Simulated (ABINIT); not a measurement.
**BN (Qingsongite): Bethe-Salpeter spectra with ABINIT**

Aim: the absorption spectrum of BN (Qingsongite) with electron-hole interaction, and what each part of the kernel does.

Calculated with ABINIT 10.8.3; PBE and many-body steps on it, plane waves.

## (1) Set-up

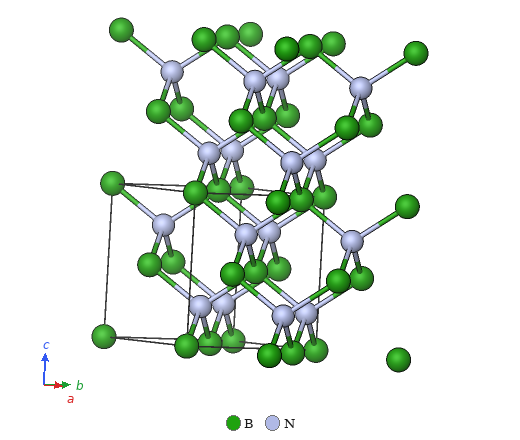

The cell as given, slightly off an axis (boron green, nitrogen light blue). 2×1×2 cells are drawn. This picture shows the conventional cell, with its axes. Bonds to atoms that aren't drawn are left out. Some periodic images of atoms are drawn too.

The cell and positions come from the Crystallography Open Database and are kept as given unless a step says otherwise.

## (2) Empty states on the mesh, 8×8×8 mesh, 76 bands

This step: ABINIT 10.8.3; DFT, PBE, plane waves, norm-conserving pseudopotentials.

The sums over transitions need many empty states on a uniform mesh; this step solves for them.

Contents of run.abi:

```
acell 3*1.0 Angstrom
rprim 
  -0.000000000000 1.807500000000 1.807500000000
  1.807500000000 0.000000000000 1.807500000000
  1.807500000000 1.807500000000 -0.000000000000
ntypat 2
znucl 5 7
natom 2
typat 1 2
xred 
  0.000000000000 0.000000000000 0.000000000000
  0.250000000000 0.250000000000 0.250000000000
pp_dirpath "pseudos"
pseudos "B.upf, N.upf"
ecut 36
ngkpt 8 8 8
nshiftk 1
shiftk 0 0 0
kptopt 1
chksymbreak 0
irdden 1
istwfk *1
nband 76
prtvol 0
optdriver 6
gwr_task "HDIAGO"
paral_kgb 0
occopt 1
indata_prefix "in"
outdata_prefix "out"
tmpdata_prefix "tmp"
```

Started as:

```bash
$ OMP_NUM_THREADS=1 mpirun -n 4 abinit run.abi > log
```

The program printed:

```text
.Version 10.8.3 of ABINIT. v10.8.2 released Aug 2026.

 Symmetries : space group F-4 3 m (#216); Bravais cF (face-center cubic)
[... echo of the input left out ...]
== DATASET  1 ==================================================================
-   mpi_nproc: 4, omp_nthreads: 1 (-1 if OMP is not activated)

--- !DatasetInfo
iteration_state: {dtset: 1, }
dimensions: {natom: 2, nkpt: 29, mband: 76, nsppol: 1, nspinor: 1, nspden: 1, mpw: 869, }
cutoff_energies: {ecut:  36.0, pawecutdg:  -1.0, }
[...]
Indirect band gap semiconductor
 Fundamental gap:     4.535 (eV)
   VBM:     8.220 (eV) at k: [ 0.0000E+00,  0.0000E+00,  0.0000E+00]
   CBM:    12.755 (eV) at k: [ 5.0000E-01,  5.0000E-01,  0.0000E+00]
 Direct gap:         8.878 (eV) at k: [ 0.0000E+00,  0.0000E+00,  0.0000E+00]

== END DATASET(S) ==============================================================
================================================================================

 -outvars: echo values of variables after computation  --------
           etotal      0.0000000000E+00
            nband          76
             nkpt          29
          spgroup         216
 [... the other variables as echoed above ...]

 Calculation completed.
```

Elapsed: 8.4 s, on 4 MPI ranks of Arm Neoverse V1, shared host; peak memory 0.38 GiB; 33 s of CPU time.

Numbers from this step:

| Item | Value |
| --- | --- |
| gap | 4.535 eV |
| k of the valence top | 0, 0, 0 |
| k of the conduction bottom | 0.5, 0.5, 0 |
| least direct gap | 8.878 eV |
| k points computed | 29 |
| lowest point of the top converged band, above the valence top | 156.1506 eV |

On this mesh the gap is 4.535 eV.

The density comes from a self-consistent run that is not shown.

## (3) Screening, 8×8×8 mesh, 68 bands, screening to 239.5 eV

The RPA dielectric matrix is built and inverted for each q.

This step: RPA screening on PBE, plane waves, norm-conserving pseudopotentials.

run.abi, as its differences from that of step 2:

```diff
@@ -20,10 +20,11 @@
 chksymbreak 0
-irdden 1
 istwfk *1
-nband 76
-prtvol 0
-optdriver 6
-gwr_task "HDIAGO"
-paral_kgb 0
 occopt 1
+irdwfk 1
+optdriver 3
+nband 68
+ecuteps 8.8
+inclvkb 2
+awtr 1
+symchi 1
 indata_prefix "in"
```

The program printed:

```text
.Version 10.8.3 of ABINIT. v10.8.2 released Aug 2026.

 Symmetries : space group F-4 3 m (#216); Bravais cF (face-center cubic)
[... echo of the input left out ...]
== DATASET  1 ==================================================================
-   mpi_nproc: 4, omp_nthreads: 1 (-1 if OMP is not activated)

--- !DatasetInfo
iteration_state: {dtset: 1, }
dimensions: {natom: 2, nkpt: 29, mband: 68, nsppol: 1, nspinor: 1, nspden: 1, mpw: 869, }
cutoff_energies: {ecut:  36.0, pawecutdg:  -1.0, }
[...]
--------------------------------------------------------------------------------
[... chi0 elements left out ...]
 For q-point:  0.000010 0.000020 0.000030
  dielectric constant =   4.3099
  dielectric constant without local fields =   4.6607

  Average fulfillment of the sum rule on Im[epsilon] for q-point    1 :     87.28  [%]
[... wings left out ...]
  q-point number  2        q = ( 0.125000, 0.000000, 0.000000) [r.l.u.]
--------------------------------------------------------------------------------
[... chi0 elements left out ...]
  Average fulfillment of the sum rule on Im[epsilon] for q-point    2 :     97.58  [%]

 [... 27 further q-points ...]
```

The job ended after 50 s (4 MPI ranks; peak memory 0.65 GiB).

This step gave:

| Quantity | Value |
| --- | --- |
| ε∞ with local fields, on this mesh, along the program's q direction | 4.310 |
| the same without local fields | 4.661 |
| plasma frequency | 30.56 eV |
| plane waves in the screening matrix | 113 |

Local fields lower ε∞ by 8 %.

## (4) Self-energy, 8×8×8 mesh, 68 bands, screening to 239.5 eV

The self-energy is evaluated for the states that the input lists, and the levels follow from it, in one-shot runs by the linearised quasiparticle equation.

This step: G0W0 on PBE, plane waves, norm-conserving pseudopotentials.

run.abi, as its differences from that of step 3:

```diff
@@ -23,8 +23,17 @@
 irdwfk 1
-optdriver 3
+optdriver 4
 nband 68
+gwcalctyp 0
+ecutsigx 36
+symsigma 1
+nkptgw 2
+kptgw 
+  0.0000000000 0.0000000000 0.0000000000
+  0.5000000000 0.5000000000 0.0000000000
+bdgw 
+  2 7
+  3 6
 ecuteps 8.8
-inclvkb 2
-awtr 1
-symchi 1
+irdscr 1
+ppmodel 1
 indata_prefix "in"
```

The program printed:

```text
.Version 10.8.3 of ABINIT. v10.8.2 released Aug 2026.

 Symmetries : space group F-4 3 m (#216); Bravais cF (face-center cubic)
[... echo of the input left out ...]
== DATASET  1 ==================================================================
-   mpi_nproc: 4, omp_nthreads: 1 (-1 if OMP is not activated)

--- !DatasetInfo
iteration_state: {dtset: 1, }
dimensions: {natom: 2, nkpt: 29, mband: 68, nsppol: 1, nspinor: 1, nspden: 1, mpw: 869, }
cutoff_energies: {ecut:  36.0, pawecutdg:  -1.0, }
[...]
Band     E0 <VxcDFT>   SigX SigC(E0)      Z dSigC/dE  Sig(E)    E-E0       E
[...]
5  12.755 -12.570  -7.394  -4.459   0.854  -0.171 -11.958   0.612  13.367
        6  17.562 -12.696  -6.779  -5.052   0.851  -0.175 -11.960   0.736  18.298

== END DATASET(S) ==============================================================
================================================================================

 -outvars: echo values of variables after computation  --------
           etotal      0.0000000000E+00
            nband          68
             nkpt          29
          spgroup         216
 [... the other variables as echoed above ...]

 Calculation completed.
```

Elapsed: 6.7 s, on 4 MPI ranks; peak memory 0.65 GiB.

Numbers from this step:

```yaml
g0w0_gap_on_the_points_computed: 6.008 eV
starting_gap_on_the_mesh: 4.535 eV
k_of_the_valence_top: 0, 0, 0
k_of_the_conduction_bottom: 0.5, 0.5, 0
least_direct_g0w0_gap_on_the_computed_points: 10.93 eV
```

The gap on the mesh goes from 4.53 eV to 6.01 eV, a correction of +1.47 eV.

The gap opens by 1.473 eV; the next steps shift the empty bands rigidly by 1.473 eV. The least direct G0W0 gap is 10.930 eV, so this shift leaves the direct transitions −0.58 eV off.

## (5) Excitons

Optical absorption needs the electron-hole interaction, solved here in a basis of vertical transitions on the mesh.

This step: Bethe-Salpeter equation on PBE with a scissors shift, plane waves, norm-conserving pseudopotentials.

run.abi, as its differences from that of step 4:

```diff
@@ -23,17 +23,17 @@
 irdwfk 1
-optdriver 4
-nband 68
-gwcalctyp 0
-ecutsigx 36
-symsigma 1
-nkptgw 2
-kptgw 
-  0.0000000000 0.0000000000 0.0000000000
-  0.5000000000 0.5000000000 0.0000000000
-bdgw 
-  2 7
-  3 6
-ecuteps 8.8
+optdriver 99
+bs_calctype 1
+mbpt_sciss 1.473 eV
+bs_loband 2
+nband 7
+bs_exchange_term 1
+bs_coulomb_term 11
+bs_coupling 0
+bs_algorithm 1
+bs_freq_mesh 0 16 0.1 eV
+zcut 0.15 eV
+ecuteps 4
+ecutwfn 18
+inclvkb 2
 irdscr 1
-ppmodel 1
 indata_prefix "in"
```

The program printed:

```text
.Version 10.8.3 of ABINIT. v10.8.2 released Aug 2026.

 Symmetries : space group F-4 3 m (#216); Bravais cF (face-center cubic)
[... echo of the input left out ...]
== DATASET  1 ==================================================================
-   mpi_nproc: 4, omp_nthreads: 1 (-1 if OMP is not activated)

--- !DatasetInfo
iteration_state: {dtset: 1, }
dimensions: {natom: 2, nkpt: 29, mband: 7, nsppol: 1, nspinor: 1, nspden: 1, mpw: 303, }
cutoff_energies: {ecut:  18.0, pawecutdg:  -1.0, }
electrons: {nelect:   8.00000000E+00, charge:   0.00000000E+00, occopt:   1.00000000E+00, tsmear:   1.00000000E-02, }

 Exciton: Calculation of dielectric properties by solving the Bethe-Salpeter equation
 in frequency domain and reciprocal space on a transitions basis set.
 Based on a program developed by L. Reining, V. Olevano, F. Sottile,
 S. Albrecht, and G. Onida. Incorporated in ABINIT by M. Giantomassi.

.Using double precision arithmetic ; gwpc =  8

[... cell and pseudopotentials left out ...]
--------------------------------------------------------------------------------

 ==== K-mesh for the wavefunctions ====
 Number of points in the irreducible wedge :    29
[... list of points left out ...]
 Together with 24 symmetry operations and time-reversal symmetry
 yields   512 points in the full Brillouin Zone.

 ==== Q-mesh for the screening function ====
 Number of points in the irreducible wedge :    29
[... list of points left out ...]
 Together with 24 symmetry operations and time-reversal symmetry
 yields   512 points in the full Brillouin Zone.

 vcoul_init : cutoff-mode = AUXILIARY_FUNCTION
 q-points for optical limit:   1
     1)      0.000010    0.000020    0.000030
 setmesh: FFT mesh size selected  =    15x   15x   15
          total number of points  =         3375

 ==== Fundamental parameters for the solution of the Bethe-Salpeter equation: ====
 Algorithm: Direct diagonalization.
 Dimension of the v, W matrices,  npweps  = 27
 Cutoff for the wavefunctions,    npwwfn  = 283
 Number of k-points in the IBZ,   nkibz   = 29
 Highest empty band included,     nband   = 7
 === Spin UP ===
 Number of resonant transitions          4608
 Lowest occupied state                   2
 Highest occupied state                  4
 Lowest unoccupied state                 5
 Highest unoccupied state                7
 Minimum frequency [eV]           Emin    =   0.00
 Maximum frequency [eV]           Emax    =  16.00
 Frequency step [eV]              dE      =   0.10
 Lorentzian broadening [eV]       eta     =   0.15
 RPA L0 with KS energies and KS wavefunctions
 Scissors operator energy [eV] =          1.47
 Local fields effects (v term) included
 Excitonic effects (W term) included
 Full W_GG' included
 W is read from an external SCR file
 Resonant-only calculation (Hermitian case)

 Calculating epsilon_Macro(q-->0,w), along the following directions:
 q = (  0.627721  0.000000  0.000000) [r.l.u.]
 q = (  0.000000  0.627721  0.000000) [r.l.u.]
 q = (  0.000000  0.000000  0.627721) [r.l.u.]
 q = ( -0.000000  0.543622  0.543622) [r.l.u.]
 q = (  0.543622  0.000000  0.543622) [r.l.u.]
 q = (  0.543622  0.543622  0.000000) [r.l.u.]
 Number of electrons calculated from density =    7.9950; Expected =    8.0000
 average of density, n =  0.100313
 r_s =    1.3351
 omega_plasma =   30.5517 [eV]

. Writing resonant excitonic Hamiltonian on file out_BSR; file size=   0.16 [Gb].
 Direct diagonalization of the resonant excitonic Hamiltonian, Matrix size= 4608
. Using LAPACK sequential version.
 Excitonic eigenvalues in eV up to n=   32
   9.77639   9.77724   9.77739   9.77937   9.77983   9.78024   9.79061   9.79072
   9.80682  10.16731  10.17146  10.17237  10.19547  10.19576  10.19711  10.23154
  10.23172  10.23190  10.24461  10.24553  10.24577  10.30355  10.30356  10.34975
  10.35037  10.35067  10.35200  10.35554  10.36506  10.36514  10.36565  10.38898

 First excitonic eigenvalue=    9.78 [eV]
 Last  excitonic eigenvalue=   27.77 [eV]

 GW  direct gap      10.35  0.00 [eV]
 EXC direct gap       9.78  0.00 [eV]
 EXC binding energy   0.57  0.00 [eV]

 Excitonic eigenvalues up to the GW energy gap [eV]
  1 (  9.78  0.00)
  2 (  9.78  0.00)
  3 (  9.78  0.00)
  4 (  9.78  0.00)
  5 (  9.78  0.00)
  6 (  9.78  0.00)
[...]
24 ( 10.35  0.00)
 25 ( 10.35  0.00)
 26 ( 10.35  0.00)

 Macroscopic dielectric function:
 omega [eV] <KS_RPA_nlf>  <GW_RPA_nlf>  <BSE>
   0.0000   4.2783   0.0000   3.9260   0.0000   4.3742   0.0000
   0.1000   4.2785   0.0007   3.9261   0.0005   4.3744   0.0007
   0.2000   4.2792   0.0014   3.9266   0.0010   4.3752   0.0015
   0.3000   4.2803   0.0020   3.9274   0.0014   4.3764   0.0022
   0.4000   4.2819   0.0027   3.9285   0.0019   4.3781   0.0030
   0.5000   4.2840   0.0034   3.9299   0.0024   4.3803   0.0037
   0.6000   4.2865   0.0041   3.9317   0.0029   4.3831   0.0045
   0.7000   4.2895   0.0048   3.9338   0.0033   4.3863   0.0052
   0.8000   4.2929   0.0055   3.9361   0.0038   4.3900   0.0060
   0.9000   4.2968   0.0062   3.9389   0.0043   4.3942   0.0067

 Writing KS-RPA macroscopic dielectric function without local fields to file: out_RPA_NLF_MDF
 Writing GW-RPA macroscopic dielectric function without local fields to file: out_GW_NLF_MDF
 Writing EXC Macroscopic dielectric function to file: out_EXC_MDF

== END DATASET(S) ==============================================================
================================================================================

 -outvars: echo values of variables after computation  --------
           etotal      0.0000000000E+00
            nband           7
             nkpt          29
          spgroup         216
 [... the other variables as echoed above ...]

 Calculation completed.
```

Elapsed: 7.6 min, on 4 MPI ranks; peak memory 0.58 GiB.

Numbers from this step:

```
direct gap of the transition levels                            : 10.35 eV
transitions in the window                                      : 4608
first strong exciton (over a fiftieth of the strongest listed) : 9.776 eV
lowest state                                                   : 9.776 eV
binding of the lowest state below the direct gap               : 0.5749 eV
Coulomb term of one mesh cell                                  : 0.5208 eV
```

The binding is 1.1 times the screened Coulomb term of one mesh cell (0.52 eV), so it is not shown settled.

The lowest state lies at 9.776 eV, 0.575 eV under the direct gap.

Lines within 3 meV are set at the lowest of them, and the highest group, which the list may cut short, is left out; lines within 3 meV are set at the lowest of them, and the highest group, which the list may cut short, is left out. Exciton lines, with heights relative to the strongest:

```csv
position (eV),lines merged,"oscillator strength, relative"
9.776,6,70
9.791,2,0.0
9.807,1,0.0
10.167,1,56
10.171,2,100
```

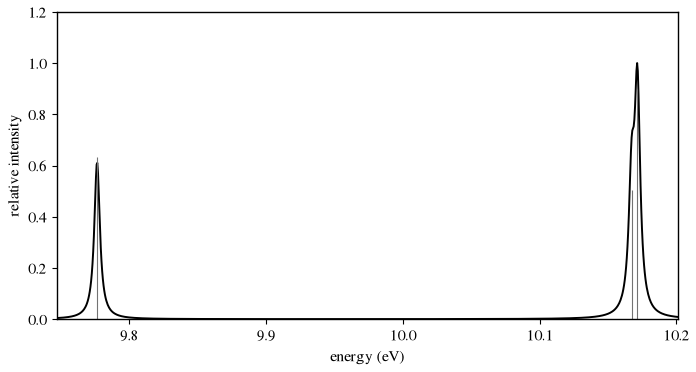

The exciton spectrum, broadened with Lorentzians of width 0.0049 eV; bars mark the lines.

The ε₂ has structure finer than the step of the table below, so its rows give means over 1 eV, whole bins alone (the curve runs from 0 to 15.9 eV). Peaks (eV: height): BSE 10.2: 20.7, 11.1: 15.1, 12.2: 15.2, 15.1: 6.11; no electron-hole interaction 11.3: 8.24, 11.8: 9.71, 13.1: 16.5; Kohn-Sham, no shift 9.8: 8.13, 10.3: 9.74, 11.6: 16.4, 14.4: 11.7.

Mean over the three Cartesian directions of q; broadening 0.15 eV; transition window only. Limits: finite bands, cutoff and mesh; exciton not shown settled in the k mesh. The ε₂ by photon energy; means over each step:

| photon energy (eV) | BSE | no electron-hole interaction | Kohn-Sham, no shift |
| --- | --- | --- | --- |
| 1 | 0.00756 | 0.00482 | 0.00693 |
| 2 | 0.0159 | 0.0100 | 0.0145 |
| 3 | 0.0259 | 0.0160 | 0.0237 |
| 4 | 0.0392 | 0.0233 | 0.0357 |
| 5 | 0.0586 | 0.0331 | 0.0531 |
| 6 | 0.0903 | 0.0469 | 0.0815 |
| 7 | 0.150 | 0.0686 | 0.137 |
| 8 | 0.299 | 0.107 | 0.303 |
| 9 | 1.11 | 0.197 | 2.07 |
| 10 | 12.7 | 0.797 | 7.65 |
| 11 | 12.0 | 5.02 | 8.94 |
| 12 | 12.7 | 8.17 | 13.6 |
| 13 | 6.45 | 12.8 | 7.13 |
| 14 | 4.33 | 9.53 | 8.31 |
| 15 | 5.23 | 6.81 | 6.42 |

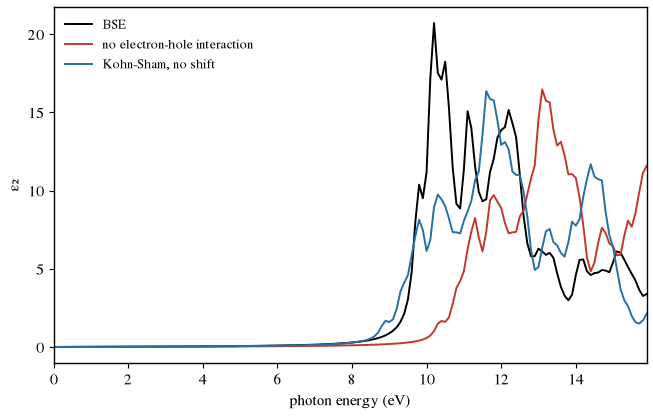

ε₂ against photon energy.

## (6) Triplet (no exchange term)

run.abi, as its differences from that of step 5:

```diff
@@ -27,4 +27,4 @@
 bs_loband 2
-nband 7
-bs_exchange_term 1
+nband 6
+bs_exchange_term 0
 bs_coulomb_term 11
@@ -32,3 +32,3 @@
 bs_algorithm 1
-bs_freq_mesh 0 16 0.1 eV
+bs_freq_mesh 0 14 0.1 eV
 zcut 0.15 eV
```

The program printed:

```text
.Version 10.8.3 of ABINIT. v10.8.2 released Aug 2026.

 Symmetries : space group F-4 3 m (#216); Bravais cF (face-center cubic)
[... echo of the input left out ...]
== DATASET  1 ==================================================================
-   mpi_nproc: 4, omp_nthreads: 1 (-1 if OMP is not activated)

--- !DatasetInfo
iteration_state: {dtset: 1, }
dimensions: {natom: 2, nkpt: 29, mband: 6, nsppol: 1, nspinor: 1, nspden: 1, mpw: 303, }
cutoff_energies: {ecut:  18.0, pawecutdg:  -1.0, }
electrons: {nelect:   8.00000000E+00, charge:   0.00000000E+00, occopt:   1.00000000E+00, tsmear:   1.00000000E-02, }

 Exciton: Calculation of dielectric properties by solving the Bethe-Salpeter equation
 in frequency domain and reciprocal space on a transitions basis set.
 Based on a program developed by L. Reining, V. Olevano, F. Sottile,
 S. Albrecht, and G. Onida. Incorporated in ABINIT by M. Giantomassi.

.Using double precision arithmetic ; gwpc =  8

[... cell and pseudopotentials left out ...]
--------------------------------------------------------------------------------

 ==== K-mesh for the wavefunctions ====
 Number of points in the irreducible wedge :    29
[... list of points left out ...]
 Together with 24 symmetry operations and time-reversal symmetry
 yields   512 points in the full Brillouin Zone.

 ==== Q-mesh for the screening function ====
 Number of points in the irreducible wedge :    29
[... list of points left out ...]
 Together with 24 symmetry operations and time-reversal symmetry
 yields   512 points in the full Brillouin Zone.

 vcoul_init : cutoff-mode = AUXILIARY_FUNCTION
 q-points for optical limit:   1
     1)      0.000010    0.000020    0.000030
 setmesh: FFT mesh size selected  =    15x   15x   15
[...]
average of density, n =  0.100313
 r_s =    1.3351
 omega_plasma =   30.5517 [eV]

. Writing resonant excitonic Hamiltonian on file out_BSR; file size=   0.07 [Gb].
 Direct diagonalization of the resonant excitonic Hamiltonian, Matrix size= 3072
. Using LAPACK sequential version.
 Excitonic eigenvalues in eV up to n=   32
   9.78416   9.78751   9.79268   9.79639   9.79690   9.80095  10.15936  10.16386
  10.17574  10.19637  10.19870  10.20870  10.21443  10.21947  10.22159  10.24709
  10.25031  10.25433  10.27967  10.31251  10.32772  10.33826  10.34362  10.34379
  10.35062  10.35627  10.36185  10.36567  10.38680  10.38893  10.49597  10.49983

 First excitonic eigenvalue=    9.78 [eV]
 Last  excitonic eigenvalue=   23.79 [eV]

 GW  direct gap      10.35  0.00 [eV]
 EXC direct gap       9.78  0.00 [eV]
 EXC binding energy   0.57  0.00 [eV]

 Excitonic eigenvalues up to the GW energy gap [eV]
  1 (  9.78  0.00)
  2 (  9.79  0.00)
  3 (  9.79  0.00)
[...]
24 ( 10.34  0.00)
 25 ( 10.35  0.00)

 Macroscopic dielectric function:
 omega [eV] <KS_RPA_nlf>  <GW_RPA_nlf>  <BSE>
   0.0000   3.7857   0.0000   3.4818   0.0000   3.8584   0.0000
   0.1000   3.7859   0.0006   3.4819   0.0004   3.8586   0.0006
   0.2000   3.7865   0.0012   3.4824   0.0008   3.8593   0.0013
[...]
0.8000   3.7985   0.0048   3.4907   0.0033   3.8721   0.0051
   0.9000   3.8019   0.0054   3.4930   0.0038   3.8757   0.0058

 Writing KS-RPA macroscopic dielectric function without local fields to file: out_RPA_NLF_MDF
 Writing GW-RPA macroscopic dielectric function without local fields to file: out_GW_NLF_MDF
 Writing EXC Macroscopic dielectric function to file: out_EXC_MDF

== END DATASET(S) ==============================================================
================================================================================

 -outvars: echo values of variables after computation  --------
           etotal      0.0000000000E+00
            nband           6
             nkpt          29
          spgroup         216
 [... the other variables as echoed above ...]

 Calculation completed.
```

The job ended after 2.6 min (4 MPI ranks; peak memory 0.43 GiB).

The lowest triplet lies at 9.784 eV; without spin-orbit coupling triplets are dark, so no spectrum is read. It stands above the singlet of this mesh, which can only come from a narrower window.

(Continued in part 2 of 3.)

[Paths, hosts, dates, memory and timing lines, banners, echoed tables and standing remarks are left out of the program output.]

[Logs are printed without paths, hosts, clocks, repeated set-up lines and the standing remarks that a program may print on its own settings, such as how far it seeks lower states.]

[Runs of the session that timed out or met a known fault of the program may be left out.]

[Hosts, paths, dates, database ids (printed as entryN), source tags and the programs' standing remarks are cut or masked in the printed files.]

[G0W0 gaps are taken among the corrected bands and points alone; a level outside them can change the order at an edge.]

[Where Ansatz stands beside ABINIT at settings called matched, ABINIT's density can come from a denser mesh and the files from another edition; pairs whose starting gaps differed by over 0.03 eV were left out, so agreement reads better than it is.]
